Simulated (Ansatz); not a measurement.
# HF/3-21G run of CH5FSi (SMILES C[SiH2]F)

Aim: the vertical electron affinity of CH5FSi at HF/3-21G, from 2 runs. 

Program for the calculation: Ansatz 0.2.0.

74 further runs of the same task are left out: 1 that didn't finish, 73 set aside as unsound or not needed.

### Step 1. Starting point

CH5FSi has 8 atoms, charge 0, and is taken as a singlet. SMILES: `C[SiH2]F`. The coordinates come from a PBE0-D4/def2-TZVP relaxation.

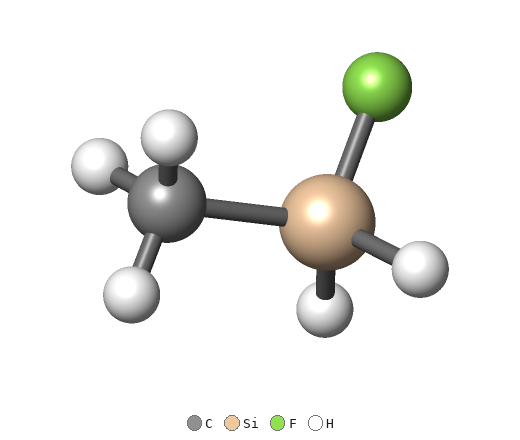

Viewed from a chosen angle; carbon grey, silicon light orange, fluorine green, hydrogen white.

### Step 2. The energy at HF/3-21G

molecule.yaml

```yaml
crystal:
  periodic: [false, false, false]
  atoms:
    - {symbol: C, position_ang: [-0.521400, 0.700300, -0.437000]}
    - {symbol: Si, position_ang: [0.448400, -0.642000, 0.395200]}
    - {symbol: F, position_ang: [1.946500, -0.649600, -0.178800]}
    - {symbol: H, position_ang: [-0.562400, 0.542500, -1.517100]}
    - {symbol: H, position_ang: [-1.546700, 0.713200, -0.056500]}
    - {symbol: H, position_ang: [-0.077200, 1.680300, -0.248400]}
    - {symbol: H, position_ang: [0.538700, -0.420800, 1.860700]}
    - {symbol: H, position_ang: [-0.133700, -1.981200, 0.126000]}
basis:
  gaussian:
    orbitals: 3-21G.json
hamiltonian:
  xc: hf
accuracy: high
output: {orbitals: {seedname: orbitals}}
```

The basis set 3-21G is read from a file made from the Basis Set Exchange's data (not shown).

Command:

```console
$ ansatz run molecule.yaml --threads 1 --pin off --max-ram 3480MiB --events-out events.jsonl --progress --plain --runs-dir runs
```

Output:

```text
Warning: RAYON_NUM_THREADS=1 ignored (pool sized by the plan → 1); use --threads N
Functional definition: HF
  name "HF"
  exchange = exact_x
  correlation = 0
933 factors; integrals over basis functions are off by at most 5.0e-9 eV
mean field evaluation 1: about -11615.3353 eV, gradient 2.7e1 eV
mean field evaluation 2: about -11615.5434 eV, gradient 2.8e1 eV
mean field evaluation 4: about -11617.0771 eV, gradient 1.6e0 eV
mean field evaluation 8: about -11617.0933 eV, gradient 8.9e-2 eV
mean field evaluation 16: about -11617.0933 eV, gradient 3.1e-8 eV
mean field -11617.09334060 eV, -426.9203059185 hartree, gradient 3.1e-8 eV, S^2 0.000000; 0 other end points of the search recorded, 0 dependent functions left out
reference -11617.09334060 eV, -426.9203059185 hartree; 17, 17 occupied and 24, 24 virtual orbitals, 933 factors
Total energy: -11617.09334060 eV, -426.9203059185 hartree
```

Run time: 0.24 s. Hardware: 1 thread of Intel Xeon 6975P-C (Granite Rapids), shared host.

### Step 3. The doublet anion

job.yaml

```yaml
basis:
  gaussian: {orbitals: 3-21G.json}
crystal:
  periodic: [false, false, false]
  atoms:
    - {symbol: C, position_ang: [-0.521400, 0.700300, -0.437000]}
    - {symbol: Si, position_ang: [0.448400, -0.642000, 0.395200]}
    - {symbol: F, position_ang: [1.946500, -0.649600, -0.178800]}
    - {symbol: H, position_ang: [-0.562400, 0.542500, -1.517100]}
    - {symbol: H, position_ang: [-1.546700, 0.713200, -0.056500]}
    - {symbol: H, position_ang: [-0.077200, 1.680300, -0.248400]}
    - {symbol: H, position_ang: [0.538700, -0.420800, 1.860700]}
    - {symbol: H, position_ang: [-0.133700, -1.981200, 0.126000]}
total_charge: -1
magnetization: {spin_polarized: true, initial_magnetization: 1}
hamiltonian: {xc: hf}
accuracy: high
output: {orbitals: {seedname: orbitals}}
```

The basis set 3-21G is read from a file made from the Basis Set Exchange's data (not shown).

Command:

```console
$ ansatz run job.yaml --threads 1 --pin off --max-ram 3480MiB --events-out events.jsonl --progress --plain --runs-dir runs
```

Output:

```text
Warning: RAYON_NUM_THREADS=1 ignored (pool sized by the plan → 1); use --threads N
[... 4 set-up lines as earlier in the session ...]
935 factors; integrals over basis functions are off by at most 5.0e-9 eV
mean field evaluation 1: about -11611.5998 eV, gradient 1.1e1 eV
mean field evaluation 2: about -11611.6033 eV, gradient 1.1e1 eV
mean field evaluation 4: about -11612.5471 eV, gradient 1.2e0 eV
mean field evaluation 8: about -11612.6023 eV, gradient 2.5e-1 eV
mean field evaluation 16: about -11612.6121 eV, gradient 2.5e-8 eV
mean field evaluation 32: about -11611.4778 eV, gradient 3.2e-1 eV
mean field evaluation 64: about -11612.4457 eV, gradient 2.8e0 eV
mean field -11612.61209571 eV, -426.7556232062 hartree, gradient 2.9e-8 eV, S^2 0.756846; 0 other end points of the search recorded, 0 dependent functions left out
reference -11612.61209571 eV, -426.7556232062 hartree; 18, 17 occupied and 23, 24 virtual orbitals, 935 factors
Total energy: -11612.61209571 eV, -426.7556232062 hartree
```

It took 0.52 s on 1 thread of Intel Xeon 6975P-C (Granite Rapids), shared host; peak memory 0.11 GiB.

### Step 4. Results

At HF/3-21G:

```
                                         quantity          value
                     singlet CH5FSi: total energy  -426.92031 Eh
                      singlet CH5FSi: HOMO energy      -12.59 eV
                      singlet CH5FSi: LUMO energy        4.82 eV
                    singlet CH5FSi: HOMO–LUMO gap       17.41 eV
                      doublet anion: total energy  -426.75562 Eh
doublet anion: HOMO energy (highest over α and β)        4.12 eV
 doublet anion: LUMO energy (lowest over α and β)       11.29 eV
                              doublet anion: ⟨S²⟩          0.757
vertical electron affinity (to the doublet anion)      -4.481 eV
```

**Reading.** The anion lies 4.48 eV (432 kJ/mol) above the neutral: the electron isn't bound at this level, and such a value depends on the basis. Without diffuse functions anions come out too high. Hartree–Fock misses the correlation that binds many anions. The HOMO (doublet anion) lies at positive energy, 4.12 eV: the electron is unbound at this level or held by a compact basis; values depend on the basis.
